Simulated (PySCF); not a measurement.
Molecule: B(CF3)(F)(H), CHBF4, SMILES FC(F)(F)BF. Atoms near the plane z = 0.0 Å, at the B3LYP/def2-SVP optimised geometry (x, y, z in Å): B1 (0.5, -0.5, 0.0), C2 (-0.3, 0.9, 0.0), F3 (-1.7, 0.7, 0.0), F5 (0.0, 1.6, 1.1), F6 (-0.2, -1.6, 0.0), H7 (1.7, -0.5, 0.0).

Level of theory: B3LYP/def2-TZVP (PySCF). Cells within 0.4 Å of a nucleus heavier than hydrogen are left out (blank, or x). The values are rescaled to run from 0 to 1.

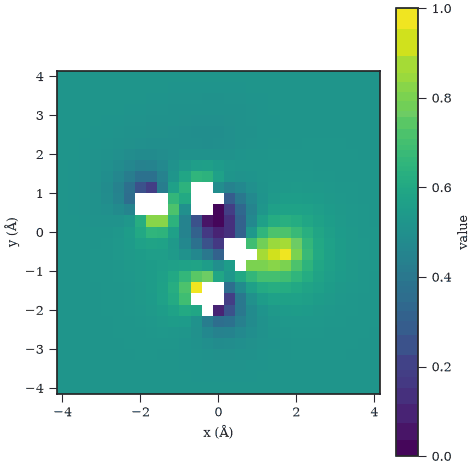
*a field on the plane z = 0.0 Å.*

Which quantity is mapped?
A. Laplacian of the electron density
B. electron localisation function
C. deformation density (molecule minus spherical neutral atoms)
D. an orbital amplitude

D, an orbital amplitude. In full: HOMO amplitude (bohr^(-3/2)), clipped to [-0.25, 0.25].
